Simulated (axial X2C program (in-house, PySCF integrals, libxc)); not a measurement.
# SbCo: from the state search to constants, part 2 of 2

Computed with an in-house X2C program for linear molecules on PySCF integrals; all-electron X2C, Sb dyall-cv3z, Co dyall-cv3z. Earlier steps stand in the parts before.

**9. PBE0, 2c**

State followed: Ω = 4 (excess of +ω over −ω: ω = 3/2, ω = 5/2). The scan is laid around 2.428 Å, a first estimate of the minimum, and this SCF restarts from the orbitals of the search.

The SCF at the reference distance of 2.428 Å:

```text
two-component X2C + atomic mean field  PBE0
basis functions 232  fitting functions 1248  grid points 5802
iter        total energy     max residual
   1      -7870.466660102     9.11e-06
   2      -7870.466660105     1.03e-05
   3      -7870.466660106     6.68e-06
converged
one-electron -11423.74409346  Coulomb 3488.87085165  exact exchange -56.94930729  xc functional -174.58729760  nuclear repulsion 300.11409367  atomic mean-field constant -4.17090708
```

Along the bond, energies from the lowest point:

```csv
R (Å),E (eV),μ (D),HOMO (eV),LUMO (eV),iterations
2.112,0.6827,2.98,-5.46,-2.68,16
2.209,0.2775,3.07,-5.44,-2.68,13
2.282,0.1085,3.11,-5.43,-2.68,13
2.355,0.0231,3.13,-5.44,-2.68,13
2.428,0.0000,3.13,-5.44,-2.68,3
2.513,0.0300,3.12,-5.46,-2.69,13
2.598,0.1031,3.10,-5.47,-2.70,13
2.707,0.2382,3.06,-5.50,-2.73,13
2.841,0.4392,3.00,-5.53,-2.77,14
3.035,0.7582,2.92,-5.44,-2.87,14
```

Dipoles are positive if Co is the positive end.

Outer spinors at the reference distance:

| ω | occupied | ε (eV) | atomic character | λ mixture |
| --- | --- | --- | --- | --- |
| 5/2 | yes | -34.97 | 100% Sb d | 100% δ |
| 3/2 | yes | -34.83 | 100% Sb d | 77% π, 23% δ |
| -1/2 | yes | -34.80 | 100% Sb d | 63% σ, 37% π |
| 1/2 | yes | -34.80 | 100% Sb d | 56% σ, 44% π |
| -3/2 | yes | -34.78 | 100% Sb d | 85% π, 15% δ |
| -5/2 | yes | -34.74 | 100% Sb d | 100% δ |
| 1/2 | yes | -14.38 | 76% Sb s, 10% Co p, 8% Co s | 100% σ |
| -1/2 | yes | -12.95 | 75% Sb s, 10% Co p, 9% Co s | 100% σ |
| 1/2 | yes | -9.05 | 91% Co d, 5% Sb p, 3% Sb s | 100% σ |
| -3/2 | yes | -8.43 | 100% Co d | 100% δ |
| 5/2 | yes | -8.29 | 100% Co d | 100% δ |
| -1/2 | yes | -8.28 | 92% Co d, 7% Sb p | 100% π |
| 3/2 | yes | -8.19 | 94% Co d, 5% Sb p | 100% π |
| 1/2 | yes | -6.59 | 47% Sb p, 28% Co s, 21% Co d | 76% σ, 24% π |
| 1/2 | yes | -6.47 | 72% Co d, 16% Sb p, 10% Co s | 77% π, 23% σ |
| -1/2 | yes | -6.37 | 68% Sb p, 19% Co s, 6% Co d | 84% σ, 16% π |
| -3/2 | yes | -6.25 | 91% Co d, 7% Sb p | 100% π |
| 3/2 | yes | -6.12 | 100% Co d | 100% δ |
| -1/2 | yes | -5.72 | 78% Sb p, 8% Co p, 8% Co d | 84% π, 16% σ |
| 3/2 | yes | -5.44 | 82% Sb p, 10% Co p, 8% Co d | 100% π |
| 1/2 | no | -2.68 | 63% Sb p, 19% Co p, 10% Co d | 82% π, 18% σ |
| 1/2 | no | -2.34 | 36% Co p, 32% Sb p, 27% Co s | 83% σ, 17% π |
| -3/2 | no | -2.32 | 72% Sb p, 18% Co p, 9% Co d | 100% π |
| -1/2 | no | -2.16 | 49% Co s, 27% Co p, 11% Sb p | 100% σ |

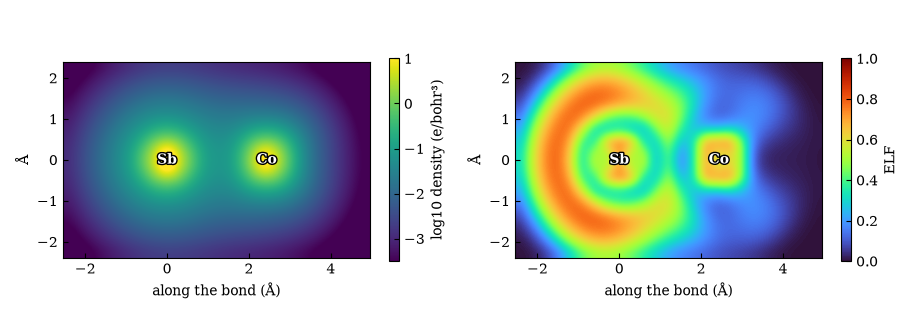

PBE0 fields in a plane through the axis, from a grid of 0.3 Å; Sb lies at z = 0 and Co at z = 2.428 Å; the ELF is damped to zero where the density is low.

Re = 2.425 Å, ωe = 244.3 cm⁻¹, ωexe = 0.759 cm⁻¹, Be = 0.07238 cm⁻¹, De = 1.60 eV, μ = 3.13 D.

**10. HF, 2c**

The SCF at the reference distance of 2.428 Å:

```text
two-component X2C + atomic mean field  HF
basis functions 232  fitting functions 1248  grid points 5802
iter        total energy     max residual
   1      -7866.727284392     3.23e-01
   2      -7866.774419896     2.79e-02
   3      -7866.778132151     3.48e-02
   4      -7866.782927098     6.49e-03
   5      -7866.784220529     4.13e-03
   6      -7866.784695189     2.46e-03
   7      -7866.784881221     1.41e-03
   8      -7866.784966923     4.72e-04
   9      -7866.784981689     2.32e-04
  10      -7866.784985608     2.14e-04
  11      -7866.784987395     1.91e-04
  12      -7866.784988388     1.62e-04
  13      -7866.784988921     1.27e-04
  14      -7866.784989119     1.03e-04
  15      -7866.784989274     7.67e-05
  16      -7866.784989386     5.07e-05
  17      -7866.784989457     2.82e-05
  18      -7866.784989495     1.09e-05
  19      -7866.784989503     6.77e-06
  20      -7866.784989505     4.71e-06
  21      -7866.784989506     2.71e-06
converged
one-electron -11425.05607707  Coulomb 3490.41097043  exact exchange -228.08306946  xc functional 0.00000000  nuclear repulsion 300.11409367  atomic mean-field constant -4.17090708
```

No constants are quoted: the dipole of the solution doesn't run smoothly along the scan, a sign that its character may change, so the fit is set aside.

**11. BHandHLYP, 2c**

The SCF at the reference distance of 2.428 Å:

```text
two-component X2C + atomic mean field  BHandHLYP
basis functions 232  fitting functions 1248  grid points 5802
iter        total energy     max residual
   1      -7870.963230813     9.39e-02
   2      -7870.966569574     2.56e-02
   3      -7870.958543425     5.52e-02
   4      -7870.968992911     1.86e-03
   5      -7870.969115664     2.08e-03
   6      -7870.969187784     1.08e-03
   7      -7870.969215699     3.11e-04
   8      -7870.969222680     1.60e-04
   9      -7870.969223900     1.34e-04
  10      -7870.969224245     1.17e-04
  11      -7870.969224475     9.39e-05
  12      -7870.969224611     6.90e-05
  13      -7870.969224696     4.28e-05
  14      -7870.969224739     1.84e-05
  15      -7870.969224753     3.65e-06
  16      -7870.969224755     2.78e-06
converged
one-electron -11424.62934678  Coulomb 3489.83967398  exact exchange -113.95558456  xc functional -118.16715399  nuclear repulsion 300.11409367  atomic mean-field constant -4.17090708
```

Re = 2.489 Å, ωe = 219.1 cm⁻¹, ωexe = 0.626 cm⁻¹, Be = 0.06868 cm⁻¹, De = 0.620 eV, μ = 3.49 D.

**12. MP2 and beyond, 2c**

Correlated methods: 14 electrons correlated (frozen shells, counted by type: Sb 4 s, 3 p, 2 d; Co 3 s, 2 p), 310 virtual spinors in MP2, 90 natural virtuals in coupled cluster.

Output of the correlated part at 2.428 Å:

```text
correlated 14  virtual 310  natural virtual 90  E(MP2) -0.423871155  MP2 remainder -0.042310078
iter   CCSD correlation   residual
   1     -0.351369745   2.03e-01
   2     -0.367708210   1.16e-01
   3     -0.372562907   4.70e-02
   4     -0.373570355   3.03e-02
   5     -0.374551346   1.89e-02
   6     -0.375132083   1.09e-02
   7     -0.375242906   5.72e-03
   8     -0.375251350   2.61e-03
   9     -0.375330873   1.40e-03
  10     -0.375303977   8.14e-04
  11     -0.375320799   5.30e-04
  12     -0.375313962   3.70e-04
  13     -0.375315650   2.47e-04
  14     -0.375314253   1.69e-04
  15     -0.375312314   1.15e-04
  16     -0.375311476   6.34e-05
  17     -0.375310431   3.92e-05
  18     -0.375309921   2.56e-05
  19     -0.375309901   1.40e-05
(T) -0.018629656  T1 0.0636  D1 0.1338  max T2 0.071
```

MP2: No constants are quoted: the dipole of the HF reference doesn't run smoothly along the scan, a sign that its character may change, so the fit is set aside.

CCSD: No constants are quoted: the dipole of the HF reference doesn't run smoothly along the scan, a sign that its character may change, so the fit is set aside.

CCSD(T): No constants are quoted: the dipole of the HF reference doesn't run smoothly along the scan, a sign that its character may change, so the fit is set aside.

**13. A higher determinant, 2c**

State: Ω = 3 (excess of +ω over −ω: ω = 1/2, ω = 5/2).

Output at the reference distance:

```text
two-component X2C + atomic mean field  PBE0
basis functions 232  fitting functions 1248  grid points 5802
iter        total energy     max residual
   1      -7870.460240849     5.86e-05
   2      -7870.460240935     1.48e-04
   3      -7870.460241002     1.02e-04
   4      -7870.460241049     2.92e-05
   5      -7870.460241069     2.00e-05
   6      -7870.460241078     1.16e-05
   7      -7870.460241081     5.23e-06
   8      -7870.460241082     1.86e-06
converged
one-electron -11423.44755601  Coulomb 3488.56102608  exact exchange -56.94800861  xc functional -174.56888914  nuclear repulsion 300.11409367  atomic mean-field constant -4.17090708
```

```csv
R (Å),E above the lowest PBE0 point (eV)
2.112,0.820
2.209,0.444
2.282,0.284
2.355,0.201
2.428,0.175
2.513,0.197
2.598,0.260
2.707,0.380
2.841,0.560
```

Re = 2.433 Å, ωe = 231.4 cm⁻¹, ωexe = 0.715 cm⁻¹, Be = 0.07189 cm⁻¹, μ = 2.25 D. Te = 0.17 eV. As a difference of two determinants it need not be a gap between pure terms.

**14. The 2c curves together**

Energy (eV) of the followed determinant, 2c, from each level's lowest point:

```csv
R (Å),PBE0,HF (dipole not smooth),MP2 (HF's dipole not smooth),CCSD (HF's dipole not smooth),CCSD(T) (HF's dipole not smooth),BHandHLYP
2.112,0.683,1.353,0.681,n/a,n/a,0.873
2.209,0.278,0.770,0.282,0.330,0.279,0.409
2.282,0.109,0.472,0.115,0.145,0.109,0.199
2.355,0.023,0.265,0.028,0.042,0.024,0.074
2.428,0.000,0.127,0.000,0.000,0.000,0.012
2.513,0.030,0.036,0.021,0.006,0.027,0.000
2.598,0.103,0.000,0.084,0.055,0.095,0.034
2.707,0.238,0.015,0.205,0.160,0.220,0.124
2.841,0.439,0.096,0.389,n/a,n/a,0.279
3.035,0.758,0.262,0.726,n/a,n/a,0.546
```

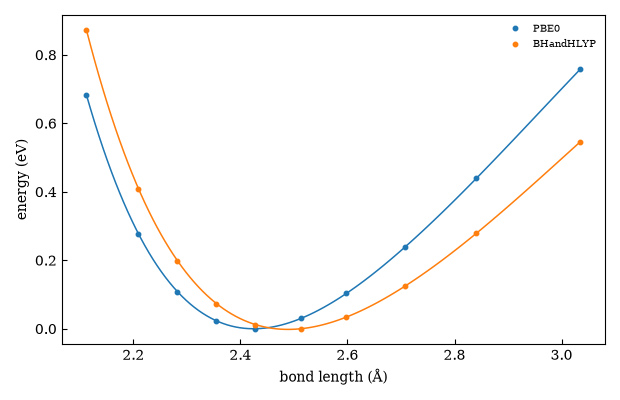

Curves of the followed state, 2c, each from its own lowest point. Left out: HF, MP2, CCSD, CCSD(T).

Time for the job: 6.7 min (1 thread of Arm Neoverse V1, shared host); peak memory 0.98 GiB.

**15. Constants**

The summary covers parts 1 to 2.

Lowest determinant that the search found at its distance, spin-free: M_S = 2, Λ = 2 (beyond closed shells: σα, π+α, π-α, δ+α, δ+β, δ-α).

Lowest determinant that the search found at its distance, 2c: Ω = 4 (excess of +ω over −ω: ω = 3/2, ω = 5/2).

| Hamiltonian | level | Re (Å) | ωe (cm⁻¹) | De (eV) | μ (D) |
| --- | --- | --- | --- | --- | --- |
| spin-free | PBE0 | 2.423 | 245.2 | 1.65 | 3.15 |
| spin-free | BHandHLYP | 2.487 | 219.9 | 0.685 | 3.50 |
| 2c | PBE0 | 2.425 | 244.3 | 1.60 | 3.13 |
| 2c | BHandHLYP | 2.489 | 219.1 | 0.620 | 3.49 |

Dipoles are positive if Co is the positive end. No constants: spin-free HF (the dipole of the solution doesn't run smoothly along the scan, a sign that its character may change, so the fit is set aside); spin-free MP2 (the dipole of the HF reference doesn't run smoothly along the scan, a sign that its character may change, so the fit is set aside); spin-free CCSD (the dipole of the HF reference doesn't run smoothly along the scan, a sign that its character may change, so the fit is set aside); spin-free CCSD(T) (the dipole of the HF reference doesn't run smoothly along the scan, a sign that its character may change, so the fit is set aside); 2c HF (the dipole of the solution doesn't run smoothly along the scan, a sign that its character may change, so the fit is set aside); 2c MP2 (the dipole of the HF reference doesn't run smoothly along the scan, a sign that its character may change, so the fit is set aside); 2c CCSD (the dipole of the HF reference doesn't run smoothly along the scan, a sign that its character may change, so the fit is set aside); 2c CCSD(T) (the dipole of the HF reference doesn't run smoothly along the scan, a sign that its character may change, so the fit is set aside).

Time per point (s) on 1 thread of Arm Neoverse V1, shared host (2c runs); the times are rough: PBE0 1.5, BHandHLYP 1.8.

At PBE0, going from spin-free to two-component changes Re by +2 mÅ, ωe by -0.4 %; the spin-free picture holds up (part of it comes from the scalar share of the two-electron terms). It costs about 1.5 times the time. De moves by -0.05 eV; both De rest on single-determinant atoms, which can miss part of an open shell's spin–orbit lowering.

De refers to Sb + Co, each in the lowest determinant found, which need not be this curve's own limit. The state is a single determinant with fixed occupations, the lowest that a limited PBE0 search found. Dissociation energies refer to the lowest single-determinant-based atoms at the same level and basis. Density functionals use the spin component along the axis (collinear). With several unpaired electrons one determinant need not be a pure state.
